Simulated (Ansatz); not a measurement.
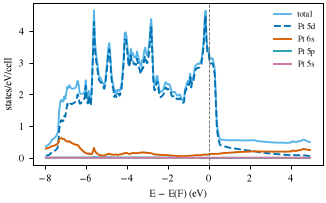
Fig. 1. Total and projected density of states of Pt (hcp (Mg type), P6_3/mmc), plane-wave PAW LDA (Ansatz code)

**Question.** Which orbitals carry the states next to the Fermi level?

**Answer.** Within 0.5 eV of the Fermi level: Pt 5d 95 %. Projections are on Löwdin-orthogonalised atomic valence shells; empty p or d shells of many metals are not among them.

**Question.** Where is the tallest occupied peak in this window, and what makes it?

**Answer.** Near -5.6 eV, about 4.7 states/eV per cell; the largest projected share is Pt 5d.

The workflow started from a Materials Project entry (that database holds measured and hypothetical structures alike); the Crystallography Open Database copy checked does not list it. It is not the phase usual at ambient conditions (space group No. 225). Symmetry was held in the LDA relaxation; of distortions, only those at the zone centre were tested. The run is not spin-polarised. Spin–orbit coupling is left out wherever it is not named.

Potentials: the later of the program's two PAW sets.
